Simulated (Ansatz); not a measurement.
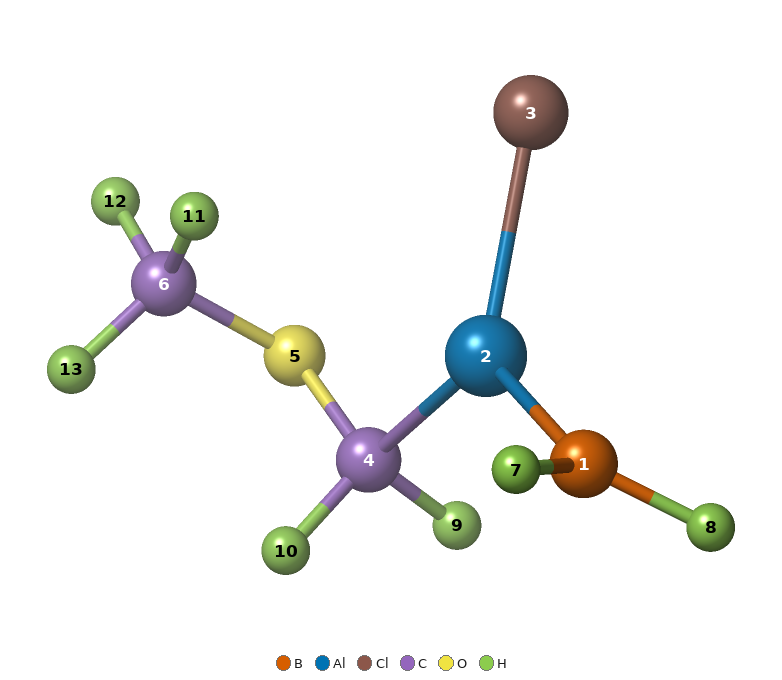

The atoms are numbered. The geometry was computed by an optimisation with PBE-D4/def2-SVP. No frequency run is at hand to confirm it as a minimum.

Give these bond angles: Al2–B1–H7, Al2–B1–H8, B1–Al2–Cl3, B1–Al2–C4, Cl3–Al2–C4, Al2–C4–O5, Al2–C4–H9, Al2–C4–H10, O5–C4–H9, O5–C4–H10, C4–O5–C6, O5–C6–H11, O5–C6–H12, O5–C6–H13.

```csv
angle,degrees
Al2–B1–H7,122.5
Al2–B1–H8,122.8
B1–Al2–Cl3,116.4
B1–Al2–C4,127.1
Cl3–Al2–C4,116.3
Al2–C4–O5,114.5
Al2–C4–H9,106.0
Al2–C4–H10,112.0
O5–C4–H9,106.8
O5–C4–H10,111.7
C4–O5–C6,112.4
O5–C6–H11,111.9
O5–C6–H12,108.1
O5–C6–H13,112.2
```
